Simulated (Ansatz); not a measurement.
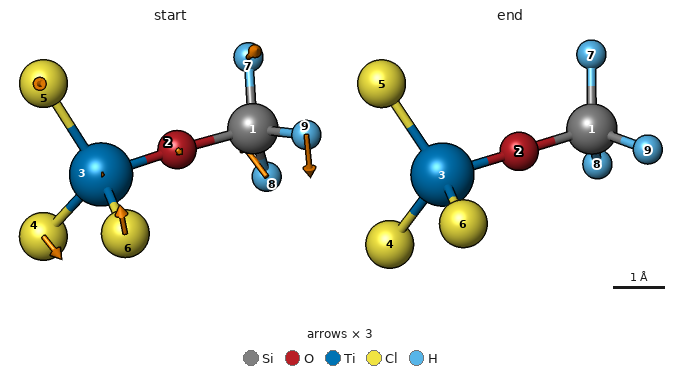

The structure of TiSiH$_{3}$OCl$_{3}$ before (left) and after (right) a relaxation, at one scale. The orange arrows give the displacements, 3 times their true length.

A ball-and-stick model, seen at a tilt.

The start comes from PBE-D4/def2-SVP.

Level of theory: RKS PBE0-D4/def2-TZVP in Ansatz 0.2.0. Settings: force threshold 0.005 eV/Å; at most 150 steps.

### What changed between the two?

Over 20 accepted moves (23 points after the start) the energy falls by 0.037 eV. Largest force component: 0.52 eV/Å at the start, 0.0025 eV/Å at the end. The line search rejected the trial steps at points 10, 12, 15 of the run. H8 moves most after the best rigid fit: 0.35 Å. By element the largest moves are H 0.35 Å, Cl 0.24 Å, O 0.06 Å, Ti 0.03 Å, Si 0.02 Å. Some distances before and after: Si1–O2 1.698 → 1.659 Å, Si1–H7 1.500 → 1.482 Å, Ti3–Cl4 2.191 → 2.180 Å, O2–Ti3 1.750 → 1.742 Å. Bond angles that change, for instance: Si1–O2–Ti3 177.0° → 179.7°. The run took 3.6 min on 4 threads of Arm Neoverse V2 (shared host).
